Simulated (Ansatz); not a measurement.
**CH2Se (methaneselone) at PBE/def2-TZVPP**

What is the electronic atomisation energy of CH2Se (methaneselone) at PBE/def2-TZVPP? 

The results are computed with Ansatz 0.2.0.

47 further runs of the same task are left out: 47 set aside as unsound or not needed.

### 1 The structure to begin with

The species is CH2Se (4 atoms), meant as a singlet with charge 0. As SMILES, `C=[Se]`. The coordinates come from a PBE0-D4/def2-TZVP relaxation.

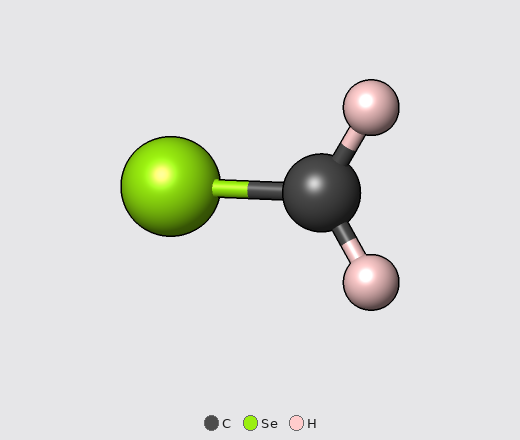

The structure, seen from a chosen angle (carbon dark grey, selenium green, hydrogen pink).

### 2 A single-point energy at PBE/def2-TZVPP

input.yaml

```yaml
basis:
  gaussian:
    orbitals: def2-TZVPP
crystal:
  periodic: [false, false, false]
  atoms:
    - {symbol: C, position_ang: [-0.129440, -0.027430, -0.068180]}
    - {symbol: Se, position_ang: [1.384110, 0.293380, 0.729180]}
    - {symbol: H, position_ang: [-0.586530, -1.013730, -0.053570]}
    - {symbol: H, position_ang: [-0.668140, 0.747780, -0.607410]}
hamiltonian:
  xc: pbe
accuracy: high
output: {orbitals: {seedname: orbitals}}
```

Run with:

```sh
$ ansatz run input.yaml --threads 1 --pin off --max-ram 3480MiB --events-out events.jsonl --progress --plain --runs-dir runs
```

Standard output:

```text
Warning: RAYON_NUM_THREADS=1 ignored (pool sized by the plan → 1); use --threads N
Functional definition: PBE
  name "PBE"
  parameter kappa = 0.804
  parameter beta = 0.06672455060314922
  exchange = pbe_x(kappa = kappa, mu = beta*pi^2/3)
  correlation = pbe_c(beta = beta)
1649 factors; integrals over basis functions are off by at most 4.4e-9 eV
mean field evaluation 1: about -66396.0295 eV, gradient 6.8e1 eV
mean field evaluation 2: about -66362.9357 eV, gradient 1.1e2 eV
mean field evaluation 4: about -66407.1099 eV, gradient 6.5e0 eV
mean field evaluation 8: about -66407.2080 eV, gradient 4.0e-1 eV
mean field evaluation 16: about -66407.2084 eV, gradient 3.1e-5 eV
mean field -66407.20843738 eV, -2440.4198976513 hartree, gradient 1.9e-8 eV, S^2 0.000000; 0 other end points of the search recorded, 0 dependent functions left out
reference -66407.20843985 eV, -2440.4198977420 hartree; 21, 21 occupied and 86, 86 virtual orbitals, 1649 factors
Total energy: -66407.20843985 eV, -2440.4198977420 hartree
```

Run time: 3.9 s. Hardware: 1 thread of Arm Neoverse V2, shared host; peak memory 0.21 GiB.

### 3 The C atom, same level

input.yaml

```yaml
crystal:
  periodic: [false, false, false]
  atoms:
    - {symbol: C, position_ang: [0.000000, 0.000000, 0.000000]}
basis:
  gaussian:
    orbitals: def2-TZVPP
total_charge: 0
magnetization:
  spin_polarized: true
  initial_magnetization: 2
hamiltonian:
  xc: pbe
accuracy: high
```

Run the same way, it converges to -37.79597 Eh (log not shown).

### 4 The H atom at the same level

input.yaml

```yaml
crystal:
  periodic: [false, false, false]
  atoms:
    - symbol: H
      position_ang: [0.000000, 0.000000, 0.000000]
basis:
  gaussian:
    orbitals: def2-TZVPP
magnetization:
  spin_polarized: true
  initial_magnetization: 1
accuracy: high
hamiltonian:
  xc: {name: PBE}
```

Run with:

```sh
$ ansatz run input.yaml --threads 1 --pin off --max-ram 3480MiB --events-out events.jsonl --progress --plain --runs-dir runs
```

Standard output:

```text
Warning: RAYON_NUM_THREADS=1 ignored (pool sized by the plan → 1); use --threads N
Functional definition: PBE
  name "PBE"
  parameter kappa = 0.804
  parameter beta = 0.06672455060314922
  exchange = pbe_x(kappa = kappa, mu = beta*pi^2/3)
  correlation = pbe_c(beta = beta)
92 factors; integrals over basis functions are off by at most 9.3e-10 eV
mean field evaluation 1: about -13.5919 eV, gradient 5.5e-1 eV
mean field evaluation 2: about -13.5961 eV, gradient 8.5e-2 eV
mean field evaluation 4: about -13.5952 eV, gradient 3.3e-3 eV
mean field evaluation 8: about -13.5952 eV, gradient 2.2e-9 eV
mean field -13.59523232 eV, -0.4996155727 hartree, gradient 2.2e-8 eV, S^2 0.750000; 0 other end points of the search recorded, 0 dependent functions left out
reference -13.59523475 eV, -0.4996156620 hartree; 1, 0 occupied and 13, 14 virtual orbitals, 92 factors
Total energy: -13.59523475 eV, -0.4996156620 hartree
```

It took 0.12 s on 1 thread of Arm Neoverse V2, shared host.

### 5 The Se atom at the same level

molecule.yaml

```yaml
crystal:
  periodic: [false, false, false]
  atoms:
    - {symbol: Se, position_ang: [0.000000, 0.000000, 0.000000]}
basis:
  gaussian:
    orbitals: def2-TZVPP
magnetization:
  spin_polarized: true
  initial_magnetization: 2
hamiltonian:
  xc: {name: PBE}
accuracy: high
```

Run the same way, it converges to -2401.12489 Eh (log not shown).

### 6 What came out

At PBE/def2-TZVPP:

| quantity | value |
| --- | --- |
| molecule: total energy | -2440.41990 Eh |
| molecule: HOMO energy | -5.27 eV |
| molecule: LUMO energy | -3.69 eV |
| molecule: HOMO–LUMO gap | 1.58 eV |
| C atom: total energy | -37.79597 Eh |
| C atom: ⟨S²⟩ | 2.003 |
| H atom: total energy | -0.49962 Eh |
| H atom: ⟨S²⟩ | 0.750 |
| Se atom: total energy | -2401.12489 Eh |
| Se atom: ⟨S²⟩ | 2.003 |
| electronic atomisation energy | 13.601 eV |

What this shows: Taking the molecule apart into free atoms costs 13.60 eV (314 kcal/mol), before zero-point energy and without spin-orbit coupling.
